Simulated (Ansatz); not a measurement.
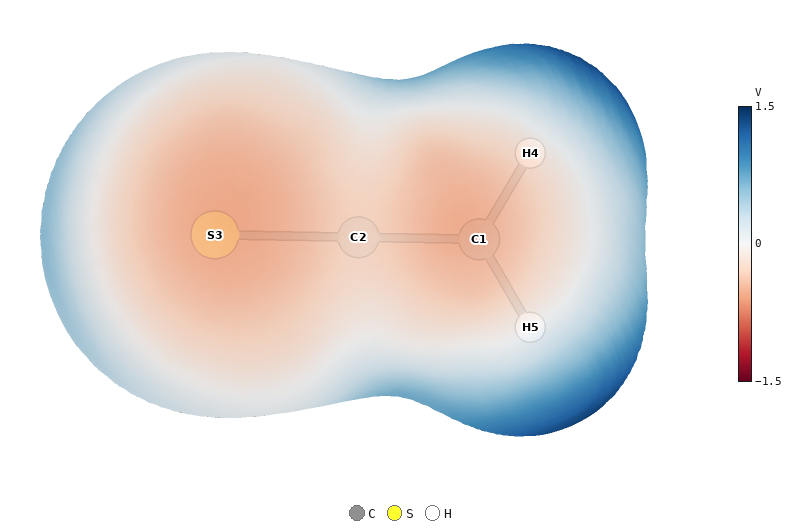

Figure. C2H2S. The electrostatic potential painted on the density surface at 0.002 e/bohr³, seen at a tilt; red is negative and blue positive.

Geometry: PBE0-D4/def2-TZVP.

All numbers below come from RKS PBE0-D4/def2-TZVPP in Ansatz 0.2.0.

```xyz
5

C     0.5579   -0.2643    0.0966
C    -0.6105    0.2679   -0.1271
S    -2.0010    0.9014   -0.3932
H     1.4112    0.0023   -0.5158
H     0.6924   -0.9810    0.8981
```

**Describe the electrostatic potential map.**

The most negative region (about −0.6 V) lies over C1 and S3, the most positive (about +1.4 V) over H4 and H5.
